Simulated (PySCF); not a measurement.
| atom | x (Å) | y (Å) | z (Å) |
| --- | --- | --- | --- |
| C | -3.3990 | -0.6152 | -0.4412 |
| C | -2.3588 | -0.2019 | -0.0184 |
| C | -1.0919 | 0.2728 | 0.4955 |
| C | -0.1295 | -0.8868 | 0.7694 |
| C | 1.2403 | -0.3813 | 1.2219 |
| O | 1.8560 | 0.3759 | 0.2192 |
| Al | 2.3765 | 1.2668 | -1.0571 |
| H | -4.3155 | -0.9637 | -0.8137 |
| H | -1.2667 | 0.8359 | 1.4172 |
| H | -0.6393 | 0.9491 | -0.2406 |
| H | -0.0011 | -1.4736 | -0.1435 |
| H | -0.5388 | -1.5383 | 1.5436 |
| H | 1.8835 | -1.2345 | 1.4671 |
| H | 1.1312 | 0.2415 | 2.1183 |
| H | 1.4820 | 2.3725 | -1.6346 |
| H | 3.7635 | 0.9896 | -1.6471 |

Geometry: GFN2-xTB.

Method: PySCF 2.14.0, PBE0/pcSseg-1, SCF density, gas phase, non-relativistic.

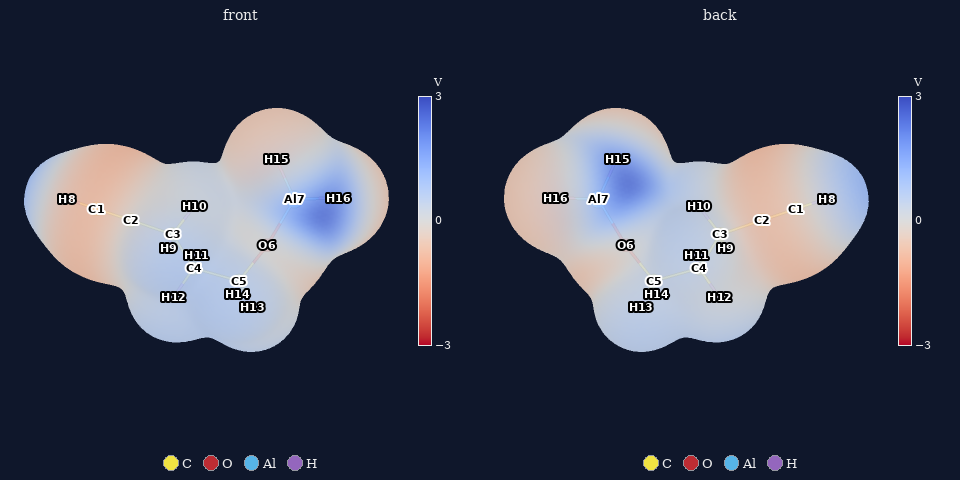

C$_{5}$H$_{9}$AlO (SMILES C#CCCC[O][AlH2]). The electrostatic potential painted on the density surface at 0.001 e/bohr³, seen from the front and from behind; the colour scale runs from red (negative) to blue (positive).

Question: Which sites attract a positive test charge, and which a negative one?

Answer: A positive charge is drawn to the negative regions and a negative charge to the positive ones. The most negative region (about −0.8 V) lies over C1 and C2, the most positive (about +2.2 V) over Al7.
